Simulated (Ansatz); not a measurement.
# Ba: x(Sr) = 0.667, 3 atoms, P-3m1

Base system: Ba in the bcc (W type) structure (space group Im-3m, No. 229; a = 4.882 Å).

The other end (x = 1) is Sr in the bcc (W type) structure (space group Im-3m, No. 229; a model cell): 51.09 Å³/atom, gap zero; this end may not be an ambient phase.

Perturbation: a fraction x = 0.667 of the Ba sites is given to Sr, ordered in a cell of 3 atoms (starting symmetry P-3m1) and fully relaxed.

The values are results of Ansatz (a quantum-chemistry and plane-wave program) PBEsol, scalar-relativistic without spin-orbit coupling, earlier PAW set, not measurements. k-mesh 8×8×11 (Γ-centred); smearing 0.05 eV (Fermi–Dirac), for the changed cell.

```csv
quantity,base,changed,shift
volume per atom,58.17 Å³,53.31 Å³,-4.86 Å³
density,3.92 g/cm³,3.25 g/cm³,-0.675 g/cm³
shortest interatomic distance,422.8 pm,409.8 pm,-12.94 pm
band gap,zero,zero,–
mixing energy (to 0.01 eV only: unlike meshes or grids),–,0.00 eV/atom,–
deviation of the volume from the linear (Vegard-type) interpolation,–,-0.3 %,–
```

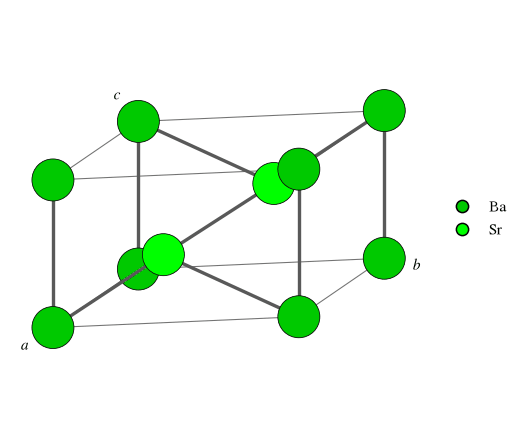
Figure: The relaxed conventional cell after the change

Each cell is one ordered arrangement of few atoms, which overstates ordering effects compared with a random alloy. Stability against distortions was not tested. This is not the structure that Sr has at room temperature and ambient pressure.
